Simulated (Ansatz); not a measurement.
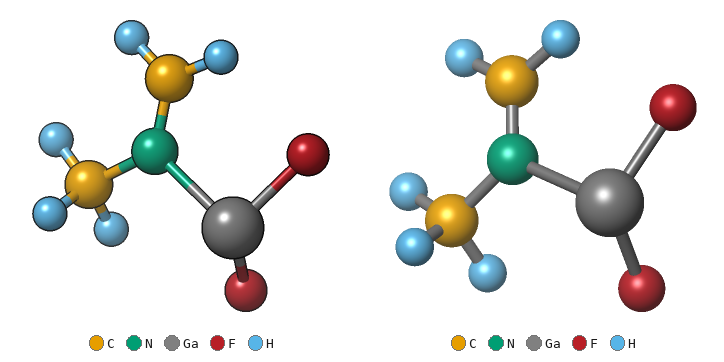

Two views of one molecule.

State: neutral, doublet.

What does the picture show?

It has 11 atoms: 2 carbon, 5 hydrogen, 2 fluorine, 1 gallium and 1 nitrogen (C2H5F2GaN). Its SMILES string is `[CH2][N](C)[Ga]([F])[F]`. The point group is C1. It is an open-shell species. Coordination: 1 C trigonal planar; 1 N trigonal planar; 1 C tetrahedral; 1 Ga trigonal pyramidal.

More results for the same structure follow; atom numbers are the same in all pictures, views and colours differ. The computed structure is the end point of a PBE0-D4/def2-TZVP optimisation.

Shape

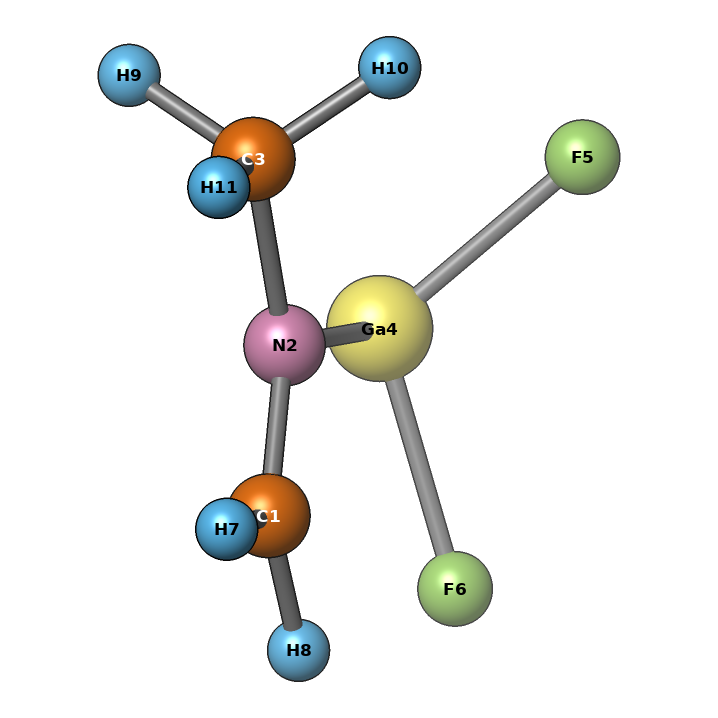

Ga4 lies behind N2. The molecule seen a little off the N2–Ga4 bond, N2 in front. Depth is shown by fading: the farther an atom, the more it takes the colour of the background.

**What is the torsion angle C3–N2–Ga4–F5? The sign is positive where the front bond must turn clockwise to cover the back bond.**

50°, synclinal (gauche).

Charges

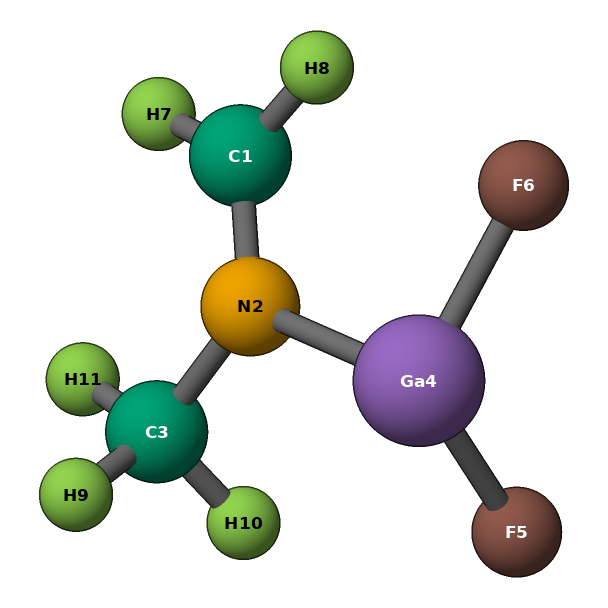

The questions are on Mulliken charges. Properties computed with UKS PBE-D4/def2-TZVPP (Ansatz 0.2.0).

**Which atom carries the highest charge (most positive or least negative)?**

Ga4 (0.41 e).

**And the lowest?**

F6 (−0.38 e).

Give the Mulliken charges atom by atom.

| atom | value (e) |
| --- | --- |
| C1 | −0.04 |
| N2 | −0.01 |
| C3 | −0.18 |
| Ga4 | 0.41 |
| F5 | −0.37 |
| F6 | −0.38 |
| H7 | 0.09 |
| H8 | 0.13 |
| H9 | 0.12 |
| H10 | 0.14 |
| H11 | 0.09 |

Levels of theory compared

Program: Ansatz 0.2.0.

At this fixed geometry, give dipole (D), HOMO energy (eV) at these levels: B3LYP-D4/def2-TZVPP; PBE-D4/def2-TZVPP; r2SCAN-D4/def2-TZVPP; ωB97M-V/def2-TZVPP.

```
               level  dipole (D)  HOMO energy (eV)
 B3LYP-D4/def2-TZVPP        6.28             −5.58
   PBE-D4/def2-TZVPP        6.05             −4.69
r2SCAN-D4/def2-TZVPP        6.22             −5.05
  ωB97M-V/def2-TZVPP        6.33             −7.84
```

Vibrations

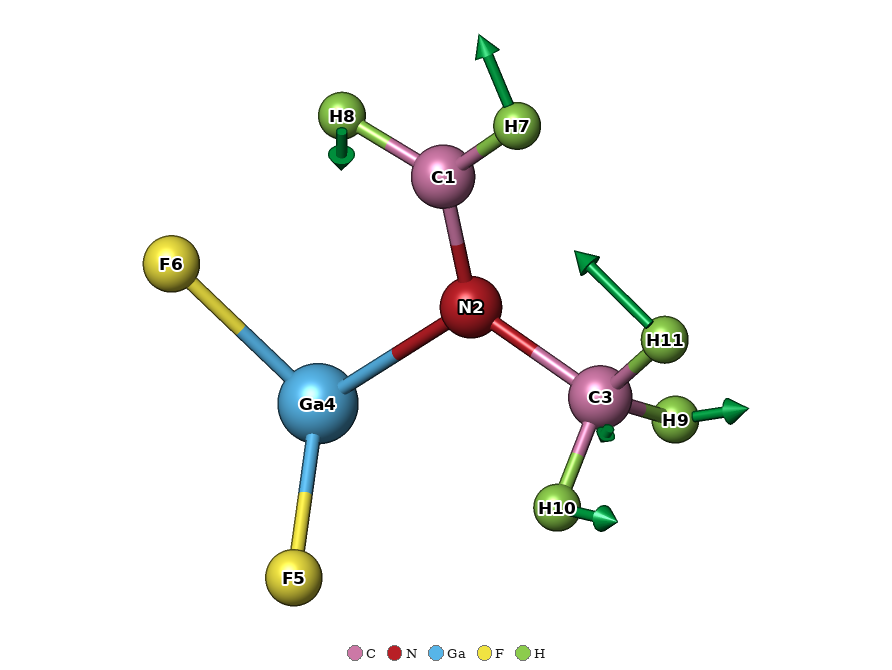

The arrows show one normal mode. Harmonic vibrations computed with UKS PBE0-D4/def2-TZVP (Ansatz 0.2.0) at a stationary point of the same level.

**Describe the motion.**

Mostly H–C–N bending.

**At what wavenumber does it lie?**

1123 cm⁻¹; it is mode 15 of 27 counted from the lowest.

Mulliken values depend strongly on the basis set and can even reverse the polarity of a bond.
